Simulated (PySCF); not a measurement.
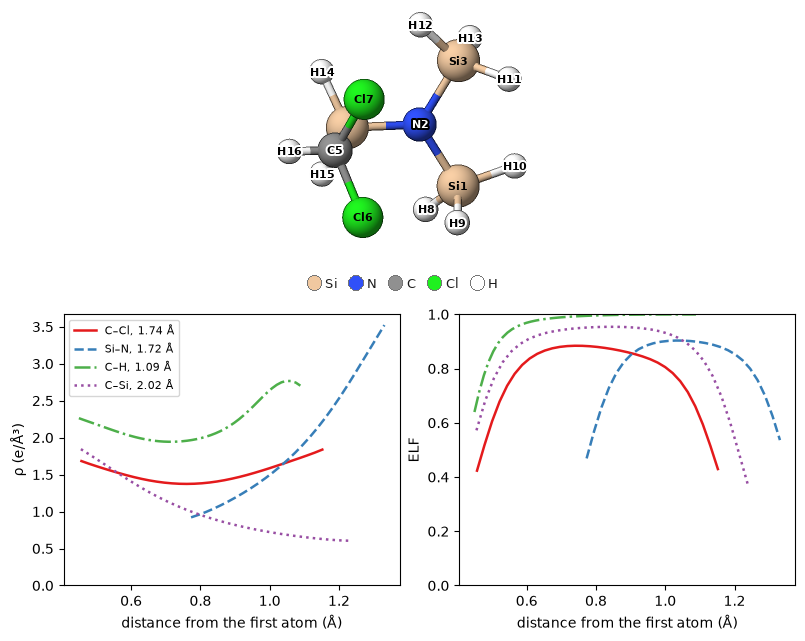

Figure 1: CH9Cl2NSi3 (SMILES [SiH3][N+]([SiH3])[SiH2]C(Cl)Cl) (charge +1, doublet). Electron density and electron localisation function along straight lines between neighbouring atoms. The curves leave out the atomic cores. The structure is drawn too.

Geometry: GFN2-xTB.

The calculation used UKS B3LYP, pcH-1 on C Cl H N Si, non-relativistic, mean-field spin-orbit, GIAO in PySCF 2.14.0, density-fitted response routines.

```xyz
16

Si   -1.2624    1.6074    0.5095
N    -0.6710    0.0327   -0.1114
Si   -1.4149   -1.4717    0.5353
Si    0.5972   -0.0243   -1.2684
C     2.3067   -0.1275   -0.1939
Cl    2.4852    1.3226    0.7488
Cl    2.3089   -1.5703    0.7791
H    -1.4170    2.4509   -0.6712
H    -0.1727    2.0592    1.3844
H    -2.4981    1.3166    1.2230
H    -1.5507   -1.2403    1.9686
H    -0.4932   -2.5521    0.1901
H    -2.6837   -1.5613   -0.1850
H     0.6000   -1.2780   -2.0049
H     0.7427    1.2265   -1.9949
H     3.1153   -0.1814   -0.9207
```

What kind of bonding do the profiles show?

Answer. C–Cl (1.74 Å): ρ at the midpoint is about 1.4 e/Å³; the ELF peaks at about 0.90 between the atoms; a covalent bond.
Si–N (1.72 Å): the density is about 1.1 e/Å³ at the midpoint; the ELF peaks at about 0.90 between the atoms; a polar covalent bond.
C–H (1.09 Å): ρ is about 2.1 e/Å³ halfway; the ELF climbs to about 1 towards the hydrogen, as it does in any bond to H: a covalent bond by its length.
C–Si (2.02 Å): ρ at the midpoint is about 0.71 e/Å³; the ELF peaks at about 0.95 between the atoms, as expected for a covalent bond.
